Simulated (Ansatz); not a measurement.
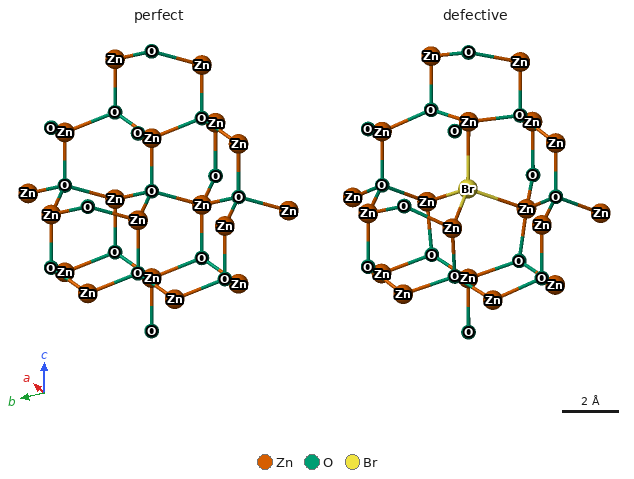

Left: perfect ZnO. Right: the same region with one point defect, after relaxing the atoms in a supercell of 48 sites. Style: ball-and-stick. Shown: the atoms within 5.3 Å of one point, in a slice 5.0 Å thick across the line of sight, from a free direction.

The calculation used Ansatz, DFT, PBE, plane-wave PAW, default files, scalar-relativistic. Settings: plane-wave cutoff 420 eV; k-point mesh 3 × 2 × 2; occupations fermi dirac; smearing width 0.01 eV; no spin polarisation. A uniform background neutralises the charged cell. The axes drawn are those of the host's conventional cell.

Which defect is it?

Answer. An oxygen atom is replaced by bromine.

The charge state of the cell is +1.

How does the lattice respond?

Answer. In the host the O atom has 4 Zn at 1.97 to 1.98 Å; the Br atom ends with 4 Zn at 2.39 to 2.48 Å. Of the host's atoms, a zinc atom moves furthest from its site, by 0.61 Å. The Br atom itself moves 0.12 Å from where it was put. Relaxing the atoms from the host's sites lowers the energy by 5.63 eV.

Limits of the set-up: the periodic images lie only 6.5 Å apart, so the values are limited by the cell's size; the cell is charged, on a uniform background, and energies carry no finite-size correction.
